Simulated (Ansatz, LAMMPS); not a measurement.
# Elastic response of glassy 47SiO2-23SrO-30Li2O (mol %) (119 atoms), part 4 of 4

Aim: relax glassy 47SiO2-23SrO-30Li2O (mol %) (119 atoms), then change its volume and shape to read moduli from the stress.

Ansatz 0.2.0; Kohn-Sham DFT, revPBE, PAW (set soft_2), plane waves.

The cell: 20 Si, 10 Sr, 26 Li and 63 O. The quench rate of 25 K/ps far exceeds what a furnace or splat quench reaches. The network of bonds at the start is that of the classical potential that made the cell. The Brillouin zone is sampled at Γ only.

So far. Step 10 (Stretched by 1 % along x): The relaxation converged after 5 steps, 0.0765 eV below its start, with a largest force component of 0.044 eV/Å. Step 10 (Stretched by 1 % along x): Stretched by 1 % along x: the energy stands 0.0304 eV above that of the reference, at a pressure of -0.365 GPa.

**11. Compressed by 1 % along x**

The relaxed cell is strained along x alone, which gives the stiffness along x and its coupling to y and z.

Contents of input.yaml:

```yaml
crystal:
  lattice:
    - [11.27427, 0.00575, -0.23651]
    - [0.00569, 11.87601, 0.16851]
    - [-0.23414, 0.16851, 11.4888]
  atoms:
    [... the 119 atom lines of step 4 ...]
kpoints:
  mp_grid: { grid: [1, 1, 1] }
hamiltonian:
  xc: revpbe
scf:
  occupations: { method: fixed }
output:
  forces: true
  eigenvalues: true
  stress: true
relax:
  f_tol: 0.05
  max_steps: 70
```

Command:

```console
$ ansatz run input.yaml --threads 4 --pin off --max-ram 8192MiB --backend cpu --events-out ev --progress --plain --runs-dir out
```

Numbers of over 12 decimals in the logs are rounded to 6 here.

Log:

```text
[...]
Crystal: 119 atoms, lattice volume = 1537.295 Å³
Basis set: ecut = 420 eV, 30041 PW (Γ), exchange–correlation on 160×160×160 points (8 copies of the dense FFT grid, shifted against one another)
Bands: 437, of which v1, the nominal top of the filled ones, is band 318 counted from 1 (317 counted from 0)
Symmetry: 1 space group operations
[...]
k-points: 1
[...]
SCF iter   1: F=—  HF=-89565.815658 eV  |F-HF|=—  |Δ(HF+E_count)|=         —  Δρ=3.63e-3  dr2=2.40e-1  ethr=1.77e-3  ⟨swp⟩=5.0  Hψ=1664  notcnv=0  defer=116
[...]
SCF iter   7: F=-89565.801883 eV  HF=-89565.801871 eV  |F-HF|=1.23e-5  |Δ(HF+E_count)|=   4.33e-5  Δρ=2.21e-5  dr2=8.19e-6  ethr=9.54e-9  ⟨swp⟩=18.0  Hψ=3016  notcnv=0
SCF 1 converged in 7 iterations: F = -89565.801883 eV  dr2 = 8.19e-6
[...]
relax step   1: F+E_penalty+E_count = -89565.80188298 eV  Δ(F+E_penalty+E_count) = +0.000e0 eV  max|allowed force component| = 5.364e-1 eV/Å  Δτ_max = 0.0000 Å  (7 SCF iters, dr2 threshold 6.25e-5 eV, accepted)
[...]
relax step   2: F+E_penalty+E_count = -89565.84562833 eV  Δ(F+E_penalty+E_count) = -4.375e-2 eV  max|allowed force component| = 2.862e-1 eV/Å  Δτ_max = 0.0310 Å  (6 SCF iters, dr2 threshold 1.80e-5 eV, accepted)
[...]
relax step   3: F+E_penalty+E_count = -89565.86553084 eV  Δ(F+E_penalty+E_count) = -1.990e-2 eV  max|allowed force component| = 5.888e-2 eV/Å  Δτ_max = 0.0185 Å  (6 SCF iters, dr2 threshold 5.12e-6 eV, accepted)
relax step   4: F+E_penalty+E_count = -89565.86830025 eV  Δ(F+E_penalty+E_count) = -2.769e-3 eV  max|allowed force component| = 1.140e-1 eV/Å  Δτ_max = 0.0435 Å  (8 SCF iters, accepted)
[...]
relax step   5: F+E_penalty+E_count = -89565.87205042 eV  Δ(F+E_penalty+E_count) = -3.750e-3 eV  max|allowed force component| = 2.512e-2 eV/Å  Δτ_max = 0.0234 Å  (8 SCF iters, accepted)
SCF converged after 8 iterations
Free energy (F): -89565.872050 eV
[...]
Internal energy: -89565.872050 eV  (E = F + TS)
E sigma→0 (E₀):  -89565.872050 eV
Fermi energy:    4.549867 eV
[...]
--- Forces (eV/Å), atoms counted from 1 ---
  atom   1  Si     0.00424369    -0.02242122    -0.00695637
  atom   2  Si    -0.00804164     0.02128949    -0.00600395
  atom   3  Si    -0.01089772     0.01095293     0.00025809
  atom   4  Si    -0.01357078    -0.00251470     0.00333464
  atom   5  Si    -0.00878206     0.01490686    -0.00020541
  atom   6  Si     0.00892386    -0.01252955    -0.00059256
  atom   7  Si    -0.00380621     0.00724410     0.00542984
  atom   8  Si     0.01604794    -0.01608384     0.00811866
  atom   9  Si    -0.00029552     0.00631530     0.01782695
  atom  10  Si     0.00601850    -0.01308724     0.01268307
  atom  11  Si     0.01857500    -0.00988133    -0.00903589
  atom  12  Si    -0.00797612    -0.00332261     0.00395230
  atom  13  Si    -0.00258229    -0.01135773     0.01180191
  atom  14  Si     0.00581868     0.00620181     0.00860748
[...]
atom 118  O      0.01067343    -0.00719514     0.00867385
  atom 119  O      0.01484769    -0.00822176     0.02511631
  max |Σ_I F_I| component: 7.39e-5 eV/Å
--- Stress (GPa, compression-positive) ---
        0.945022       0.104745      -0.040533
        0.104745       0.309666       0.044727
       -0.040530       0.044728       0.267525
  P = ⅓ Tr σ = 0.5074 GPa (5.074 kbar)
--- Band table (eV) ---
[...]
--- Relaxed structure (5 steps of the walk, 5 accepted, 0 SCFs on fresh bases) ---
  F+E_penalty+E_count = -89565.87205042 eV   max|allowed force component| = 2.512e-2 eV/Å
  atoms:
    - { symbol: Si, position: [0.651839, 0.808278, 0.838963] }
    - { symbol: Si, position: [0.794341, 0.382361, 0.554248] }
    - { symbol: Si, position: [0.881246, 0.253742, 0.793106] }
    - { symbol: Si, position: [0.162895, 0.751182, 0.390387] }
[...]
- { symbol: O, position: [0.992648, 0.196963, 0.730390] }
```

It took 92 s on 4 threads of Arm Neoverse V2, shared host; peak memory 2.1 GiB; 5.9 min of CPU time.

The relaxation converged after 5 steps, 0.0702 eV below its start, with a largest force component of 0.025 eV/Å.

Compressed by 1 % along x: the energy stands 0.0443 eV above that of the reference, at a pressure of 0.507 GPa.

**12. Sheared by 2 % in xy**

A shear of the relaxed cell gives the modulus that volume changes can't reach.

input.yaml, the sections that differ from step 11:

```yaml
crystal:
  lattice:
    - [11.38821, 0.11963, -0.23651]
    - [0.12451, 11.87607, 0.16851]
    - [-0.23482, 0.16614, 11.4888]
  atoms:
    [... the 119 atom lines of step 4 ...]
# kpoints, hamiltonian, scf, output, relax: as in step 11
```

Log:

```text
[...]
Crystal: 119 atoms, lattice volume = 1552.669 Å³
Basis set: ecut = 420 eV, 30319 PW (Γ), exchange–correlation on 160×160×160 points (8 copies of the dense FFT grid, shifted against one another)
Bands: 437, of which v1, the nominal top of the filled ones, is band 318 counted from 1 (317 counted from 0)
Symmetry: 1 space group operations
[...]
k-points: 1
[...]
SCF iter   1: F=—  HF=-89565.767617 eV  |F-HF|=—  |Δ(HF+E_count)|=         —  Δρ=3.62e-3  dr2=2.43e-1  ethr=1.77e-3  ⟨swp⟩=5.0  Hψ=1668  notcnv=0  defer=114
[...]
SCF iter   6: F=—  HF=-89565.754097 eV  |F-HF|=—  |Δ(HF+E_count)|=   3.47e-4  Δρ=6.86e-5  dr2=6.37e-5  ethr=4.75e-8  ⟨swp⟩=2.0  Hψ=545  notcnv=0  defer=117
SCF iter   7: F=-89565.754153 eV  HF=-89565.754140 eV  |F-HF|=1.26e-5  |Δ(HF+E_count)|=   4.30e-5  Δρ=2.22e-5  dr2=8.33e-6  ethr=9.83e-9  ⟨swp⟩=18.0  Hψ=3226  notcnv=0
SCF 1 converged in 7 iterations: F = -89565.754153 eV  dr2 = 8.33e-6
[...]
relax step   1: F+E_penalty+E_count = -89565.75415270 eV  Δ(F+E_penalty+E_count) = +0.000e0 eV  max|allowed force component| = 4.520e-1 eV/Å  Δτ_max = 0.0000 Å  (7 SCF iters, dr2 threshold 6.25e-5 eV, accepted)
[...]
relax step   2: F+E_penalty+E_count = -89565.82283863 eV  Δ(F+E_penalty+E_count) = -6.869e-2 eV  max|allowed force component| = 3.156e-1 eV/Å  Δτ_max = 0.0390 Å  (6 SCF iters, dr2 threshold 1.28e-5 eV, accepted)
[...]
relax step   3: F+E_penalty+E_count = -89565.85972842 eV  Δ(F+E_penalty+E_count) = -3.689e-2 eV  max|allowed force component| = 9.158e-2 eV/Å  Δτ_max = 0.0256 Å  (6 SCF iters, dr2 threshold 6.23e-6 eV, accepted)
relax step   4: F+E_penalty+E_count = -89565.72389554 eV  Δ(F+E_penalty+E_count) = +1.358e-1 eV  max|allowed force component| = 5.057e-1 eV/Å  Δτ_max = 0.2000 Å  (11 SCF iters, rejected (line search))
relax step   5: F+E_penalty+E_count = -89565.87749092 eV  Δ(F+E_penalty+E_count) = -1.776e-2 eV  max|allowed force component| = 5.559e-2 eV/Å  Δτ_max = 0.0600 Å  (10 SCF iters, accepted)
relax step   6: F+E_penalty+E_count = -89565.87904744 eV  Δ(F+E_penalty+E_count) = -1.557e-3 eV  max|allowed force component| = 5.686e-2 eV/Å  Δτ_max = 0.0179 Å  (8 SCF iters, accepted)
relax step   7: F+E_penalty+E_count = -89565.82813760 eV  Δ(F+E_penalty+E_count) = +5.091e-2 eV  max|allowed force component| = 2.300e-1 eV/Å  Δτ_max = 0.1500 Å  (11 SCF iters, rejected (line search))
[...]
relax step   8: F+E_penalty+E_count = -89565.88413928 eV  Δ(F+E_penalty+E_count) = -5.092e-3 eV  max|allowed force component| = 3.840e-2 eV/Å  Δτ_max = 0.0381 Å  (11 SCF iters, accepted)
SCF converged after 11 iterations
Free energy (F): -89565.884139 eV
[...]
Internal energy: -89565.884139 eV  (E = F + TS)
E sigma→0 (E₀):  -89565.884139 eV
Fermi energy:    4.451862 eV
[...]
Σ components = -89565.884139   (vs F -89565.884139, Δ=0.00e0)
--- Forces (eV/Å), atoms counted from 1 ---
  atom   1  Si     0.00938433    -0.01089304     0.01486008
  atom   2  Si    -0.01173852     0.00661105    -0.00026387
  atom   3  Si    -0.00251699     0.01145646    -0.00561562
  atom   4  Si     0.01226211     0.01084303    -0.00804440
[...]
atom 119  O     -0.00034491    -0.01493792     0.01199413
  max |Σ_I F_I| component: 8.86e-5 eV/Å
--- Stress (GPa, compression-positive) ---
       -0.130301      -0.405879      -0.089131
       -0.405878      -0.087891      -0.035494
       -0.089128      -0.035493      -0.007862
  P = ⅓ Tr σ = -0.0754 GPa (-0.754 kbar)
--- Band table (eV) ---
[...]
--- Relaxed structure (8 steps of the walk, 6 accepted, 0 SCFs on fresh bases) ---
  F+E_penalty+E_count = -89565.88413928 eV   max|allowed force component| = 3.840e-2 eV/Å
  atoms:
    - { symbol: Si, position: [0.651345, 0.809581, 0.838486] }
    - { symbol: Si, position: [0.793160, 0.382213, 0.553977] }
    - { symbol: Si, position: [0.880444, 0.253067, 0.793520] }
    - { symbol: Si, position: [0.162226, 0.751748, 0.390975] }
[...]
- { symbol: O, position: [0.993436, 0.195973, 0.733404] }
```

It took 2.8 min on 4 threads; peak memory 2.1 GiB.

The relaxation converged after 8 steps, 0.130 eV below its start, with a largest force component of 0.038 eV/Å.

Sheared by 2 % in xy: the energy stands 0.0322 eV above that of the reference, at a pressure of -0.0754 GPa.

**13. Pressure against volume**

Atoms are relaxed at each volume, in the scaled cell.

```csv
volume change (%),volume (Å³/atom),energy change (meV/atom),pressure (GPa),largest move on relaxing (Å),bonds,gap (eV)
-10,11.744,19.62,5.40,0.86,257,3.59
-6,12.266,6.96,3.10,0.52,248,3.69
-3,12.657,1.80,1.54,0.14,239,3.65
+0,13.049,0.00,0.01,-,238,3.57
+3,13.440,1.29,-1.07,0.22,233,3.53
+6,13.832,5.07,-1.98,0.37,229,3.51
```

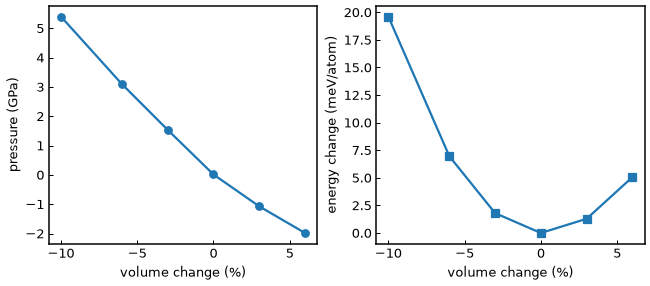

Pressure and energy against volume.

**14. Uniaxial strain and shear**

Stress (GPa, compression positive) less that of the relaxed cell, atoms relaxed:

| strain | xx | yy | zz | xy | energy change (meV/atom) |
| --- | --- | --- | --- | --- | --- |
| stretched by 1 % along x | -0.757 | -0.190 | -0.192 | -0.057 | 0.26 |
| compressed by 1 % along x | 0.934 | 0.282 | 0.264 | 0.100 | 0.37 |
| sheared by 2 % in xy | -0.142 | -0.116 | -0.011 | -0.411 | 0.27 |

**15. What came out**

The bulk modulus, from the slope of pressure against ln V over the three points nearest the relaxed volume, is 43.5 GPa; between neighbouring points the slope runs 53, 50, 50, 37 and 32 GPa from the smallest volume up, without a steady fall, so no pressure derivative is given. The count of bonds runs from 229 to 257 over the series, so at some points contacts cross the cutoffs. At -10 % and -6 % some atom moved by over 0.5 Å on relaxing, so those points may sit in another local minimum. The gap goes from 3.59 eV at the smallest volume to 3.51 eV at the largest, not monotonically (lowest 3.51, highest 3.69 eV), on the run's k-points. In the Cartesian axes of the cell, finite differences give C11 = 84.5, C12 = 23.6, C13 = 22.8 and C66 = 20.5 GPa (the shear of 2 % is the engineering strain, εxy = 0.01). The mean of C11, C12 and C13, which equals the bulk modulus in a cubic or isotropic solid, is 43.6 GPa: it agrees with the bulk modulus within 10 %. For an isotropic solid C66 would equal (C11 − C12)/2 = 30.5 GPa; so small a sample needn't be isotropic, and C66 rests on one shear. With the bulk modulus and C66 as K and G, Young's modulus would be about 53 GPa and Poisson's ratio 0.30.

**Limits.** Strains are finite and relaxations stop at the force tolerance of the input, which can leave moduli too stiff; they are those of a static cell at zero temperature. Volumes are changed with the cell's shape held, so in an anisotropic solid the modulus lies over the one under free hydrostatic load. The program notes that the SCF threshold of the relaxations is loose for the stress.

The DFT runs together took 37 min of wall time.

[Logs are printed without paths, hosts, clocks, repeated set-up lines and the standing remarks that a program may print on its own settings, such as how far it seeks lower states.]

[Hosts, paths, dates, database ids (printed as entryN), source tags and the programs' standing remarks are cut or masked in the printed files.]
